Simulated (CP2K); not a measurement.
**MNDOD run of CH8OSSi2 (SMILES OCS[SiH2][SiH3])**

Aim: the energy difference between two shapes of CH8OSSi2 at MNDOD, from 2 runs. 

The results are computed with CP2K 2026.2.

3 further runs of the same task are left out: 1 that didn't finish, 2 set aside as unsound or not needed.

## Step 1: Starting point

The species is CH8OSSi2 (13 atoms), meant as a singlet with charge 0. SMILES: `OCS[SiH2][SiH3]`. The shape comes from a force field and isn't a relaxed structure. This is one conformer, not always the lowest.

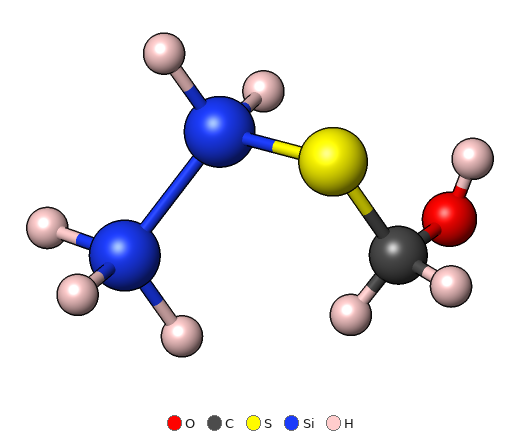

The structure, seen from a chosen angle (oxygen red, carbon dark grey, sulfur yellow, silicon blue, hydrogen pink).

## Step 2: Energy and forces at MNDOD

Contents of gas.inp:

```
&global
  project_name gas
  run_type ENERGY_FORCE
  print_level MEDIUM
&end global
&force_eval
  method QUICKSTEP
  &dft
    &qs
      method MNDOD
      eps_default 1.0E-10
      &se
        &coulomb
          cutoff [angstrom] 50
          rc_range [angstrom] 0
        &end coulomb
        &exchange
          cutoff [angstrom] 50
          rc_range [angstrom] 0
        &end exchange
      &end se
    &end qs
    &poisson
      periodic NONE
      poisson_solver ANALYTIC
    &end poisson
    &scf
      scf_guess ATOMIC
      eps_scf 1.0E-06
      max_scf 100
      added_mos 4
      &diagonalization
        algorithm STANDARD
      &end diagonalization
      &mixing
        method DIRECT_P_MIXING
        alpha 0.4
      &end mixing
    &end scf
    &print
      &moments
        periodic F
        reference COM
        max_moment 1
      &end moments
      &mo ON
        energies T
        occupation_numbers T
        ndigits 6
        &each
          qs_scf 0
        &end each
        add_last NUMERIC
      &end mo
      &hirshfeld OFF
      &end hirshfeld
    &end print
  &end dft
  &subsys
    ! vacuum box
    &cell
      abc 15.7 18.1 16.1
      periodic NONE
    &end cell
    &coord
      O      7.687650     6.584500     9.801150
      C      8.835650     7.234400     9.359050
      S      8.737650     7.579600     7.583450
      Si     7.394650     9.174100     7.427050
      Si     7.908050    11.032900     8.613650
      H      7.439150     5.981500     9.104650
      H      9.689150     6.545800     9.559550
      H      9.057550     8.158300     9.941050
      H      6.010850     8.643500     7.915450
      H      7.202750     9.498300     6.009550
      H      8.086950    10.705700    10.090450
      H      9.205450    11.619100     8.146850
      H      6.808550    12.118500     8.513250
    &end coord
  &end subsys
  &print
    &forces ON
    &end forces
  &end print
&end force_eval
```

On the command line:

```console
$ OMP_NUM_THREADS=1 cp2k.psmp gas.inp > gas.out
```

Output:

```text
CP2K| version string:                                       CP2K version 2026.2
[...]
 GLOBAL| Method name                                                        CP2K
[...]
 GLOBAL| Run type                                                   ENERGY_FORCE
[...]
                             - Atoms:                                         13
[...]
                             - Spherical basis functions:                     43
[...]
 Number of electrons:                                                         32
[...]
     1 P_Mix/Diag. 0.40E+00    0.0     0.79850306       -26.5568454178 -2.66E+01
[...]
    19 DIIS/Diag.  0.22E-06    0.0     0.00000033       -33.9724457759 -3.84E-12
  *** SCF run converged in    19 steps ***
  Core-core repulsion energy [eV]:                           2233.72306190389600
  Core Hamiltonian energy [eV]:                             -1445.00351293212111
  Two-electron integral energy [eV]:                        -3426.31362305338462
  Electronic energy [eV]:                                   -3158.16032445881365
  Total energy [eV]:                                         -924.43726255491742
  Atomic reference energy [eV]:                               923.26958712226542
  Heat of formation [kcal/mol]:                               -26.92723730024389
[...]
 SE_DIPOLE| Moment [Debye]         -0.98971400       0.69245775      -0.17045663
 SE_DIPOLE| Derivative [a.u.]       0.00000000       0.00000000       0.00000000
 ENERGY| Total FORCE_EVAL ( QS ) energy [hartree]            -33.972445775931888
 FORCES| Atomic forces [hartree/bohr]
 FORCES|   Atom     x               y               z               |f|
 FORCES|      1 -1.04006318E-02 -9.12360322E-04 -4.13101402E-03   1.12281263E-02
 FORCES|      2  9.60532062E-03 -7.79130171E-03  1.13272707E-02   1.67712143E-02
 FORCES|      3  5.19294699E-03  1.68973583E-02 -1.60462879E-02   2.38740607E-02
 FORCES|      4 -4.07903813E-02 -9.34491022E-03 -4.60526477E-03   4.20997746E-02
 FORCES|      5  1.57902560E-04  3.23389218E-02  2.22211508E-02   3.92378687E-02
 FORCES|      6 -1.25806145E-02 -9.56097566E-03  1.36240292E-02   2.08638033E-02
 FORCES|      7  1.56556539E-02 -2.34975348E-03 -5.50280526E-03   1.67601225E-02
 FORCES|      8 -5.44175275E-03  4.44384997E-03  6.11163559E-03   9.31195818E-03
 FORCES|      9  3.42617077E-02  1.76963446E-02 -1.00978917E-02   3.98621706E-02
 FORCES|     10  5.59975460E-03 -1.57633849E-03  1.52674120E-02   1.63381750E-02
 FORCES|     11 -5.32764335E-03  4.65029458E-03 -3.45442417E-02   3.52606531E-02
 FORCES|     12 -2.46379996E-02 -1.24603209E-02  6.26284605E-03   2.83110201E-02
 FORCES|     13  2.87057369E-02 -3.20308085E-02  1.13161072E-04   4.30116825E-02
[...]
```

Wall time 0.2 s (1 thread of Arm Neoverse V2, shared host).

## Step 3: The distorted shape at the same level

Contents of run.inp:

```
&GLOBAL
 PROJECT_NAME run
 RUN_TYPE ENERGY_FORCE
 PRINT_LEVEL MEDIUM
&END GLOBAL
&FORCE_EVAL
 METHOD QS
 &DFT
  &QS
   METHOD MNDOD
   EPS_DEFAULT 1.0E-10
   &SE
    &COULOMB
     CUTOFF [angstrom] 50
     RC_RANGE [angstrom] 0
    &END COULOMB
    &EXCHANGE
     CUTOFF [angstrom] 50
     RC_RANGE [angstrom] 0
    &END EXCHANGE
   &END SE
  &END QS
  &POISSON
   PERIODIC NONE
   POISSON_SOLVER ANALYTIC
  &END POISSON
  &SCF
   SCF_GUESS ATOMIC
   EPS_SCF 1.0E-06
   MAX_SCF 100
   ADDED_MOS 4
   &DIAGONALIZATION
    ALGORITHM STANDARD
   &END DIAGONALIZATION
   &MIXING
    METHOD DIRECT_P_MIXING
    ALPHA 0.4
   &END MIXING
  &END SCF
  &PRINT
   &MOMENTS
    PERIODIC F
    REFERENCE COM
    MAX_MOMENT 1
   &END MOMENTS
   &MO ON
    ENERGIES T
    OCCUPATION_NUMBERS T
    NDIGITS 6
    &EACH
     QS_SCF 0
    &END EACH
    ADD_LAST NUMERIC
   &END MO
   &HIRSHFELD OFF
   &END HIRSHFELD
  &END PRINT
 &END DFT
 &SUBSYS
  &CELL
   ABC 15.5 18 16.2
   PERIODIC NONE
  &END CELL
  &COORD
   O      7.520500     6.423889     9.843060
   C      8.803261     7.133266     9.338442
   S      8.701368     7.521386     7.558087
   Si     7.389112     9.146935     7.390546
   Si     7.871080    10.990302     8.614177
   H      7.398583     5.977361     9.106043
   H      9.521966     6.488876     9.554902
   H      8.953781     8.035377     9.952904
   H      5.978034     8.588384     7.972142
   H      7.087175     9.458282     6.008577
   H      8.125309    10.652887    10.191423
   H      9.164940    11.530610     8.154256
   H      6.714051    12.022639     8.413948
  &END COORD
 &END SUBSYS
 &PRINT
  &FORCES ON
  &END FORCES
 &END PRINT
&END FORCE_EVAL
```

On the command line:

```console
$ OMP_NUM_THREADS=1 cp2k.psmp run.inp > run.out
```

Output:

```text
CP2K| version string:                                       CP2K version 2026.2
[...]
 GLOBAL| Method name                                                        CP2K
[...]
 GLOBAL| Run type                                                   ENERGY_FORCE
[...]
                             - Atoms:                                         13
[...]
                             - Spherical basis functions:                     43
[...]
 Number of electrons:                                                         32
[...]
     1 P_Mix/Diag. 0.40E+00    0.0     0.79615539       -26.5592960263 -2.66E+01
[...]
    18 DIIS/Diag.  0.37E-06    0.0     0.00000073       -33.9126436300 -2.66E-11
  *** SCF run converged in    18 steps ***
  Core-core repulsion energy [eV]:                           2204.30945691391253
  Core Hamiltonian energy [eV]:                             -1443.09537602157093
  Two-electron integral energy [eV]:                        -3368.04808859815603
  Electronic energy [eV]:                                   -3127.11942032064871
  Total energy [eV]:                                         -922.80996340673630
  Atomic reference energy [eV]:                               923.26958712226542
  Heat of formation [kcal/mol]:                                10.59917551640631
[...]
 SE_DIPOLE| Moment [Debye]         -1.45182817      -0.02222839       0.22283109
 SE_DIPOLE| Derivative [a.u.]       0.00000000       0.00000000       0.00000000
 ENERGY| Total FORCE_EVAL ( QS ) energy [hartree]            -33.912643630009278
 FORCES| Atomic forces [hartree/bohr]
 FORCES|   Atom     x               y               z               |f|
 FORCES|      1  1.02242287E-01  1.01882556E-01  2.73967203E-02   1.46915352E-01
 FORCES|      2 -1.44209203E-01  2.84676352E-02  2.14704677E-02   1.48551948E-01
 FORCES|      3  2.21394460E-03  1.07618006E-02 -9.24985646E-05   1.09875593E-02
 FORCES|      4 -5.36790321E-02 -1.98079457E-02  1.63828212E-02   5.95163005E-02
 FORCES|      5 -1.12303178E-03  2.02797328E-02  3.75319404E-02   4.26752307E-02
 FORCES|      6 -4.89608254E-02 -7.62713703E-02 -6.92633612E-02   1.14069705E-01
 FORCES|      7  9.27219663E-02 -7.26590755E-02  1.42754256E-02   1.18661249E-01
 FORCES|      8 -3.14382229E-03  1.21263363E-02  6.51807898E-03   1.41215086E-02
 FORCES|      9  4.42822054E-02  2.22840844E-02 -1.67983691E-02   5.23419463E-02
 FORCES|     10  8.67103355E-03 -5.86351499E-04  9.25032862E-03   1.26924864E-02
 FORCES|     11 -1.38617604E-02  1.04359308E-02 -5.83208256E-02   6.08471507E-02
 FORCES|     12 -1.97622886E-02 -5.76016768E-03  4.37367692E-03   2.10441591E-02
 FORCES|     13  3.46085268E-02 -3.11531651E-02  7.27559468E-03   4.71296520E-02
[...]
```

It took 0.22 s on 1 thread of Arm Neoverse V2, shared host.

## Step 4: Outcome

Level: MNDOD.

| quantity | value |
| --- | --- |
| first shape: total energy | -33.97245 Eh |
| first shape: dipole moment | 1.22 D |
| first shape: HOMO energy | -10.38 eV |
| first shape: LUMO energy | 0.03 eV |
| first shape: HOMO–LUMO gap | 10.41 eV |
| first shape: heat of formation at this unrelaxed shape | -26.9 kcal/mol |
| first shape: largest force on an atom | 2.212 eV/Å |
| distorted shape: total energy | -33.91264 Eh |
| distorted shape: dipole moment | 1.47 D |
| distorted shape: HOMO energy | -10.34 eV |
| distorted shape: LUMO energy | -0.07 eV |
| distorted shape: HOMO–LUMO gap | 10.27 eV |
| distorted shape: heat of formation at this unrelaxed shape | 10.6 kcal/mol |
| distorted shape: largest force on an atom | 7.639 eV/Å |
| energy change with the atoms displaced | 1.627 eV |

With the atoms displaced the energy rises by 1.63 eV (38 kcal/mol). The first shape isn't relaxed at this level, so the change isn't measured from a minimum. The largest force (first shape) is 2.21 eV/Å: the shape isn't a stationary point for this species at this level.
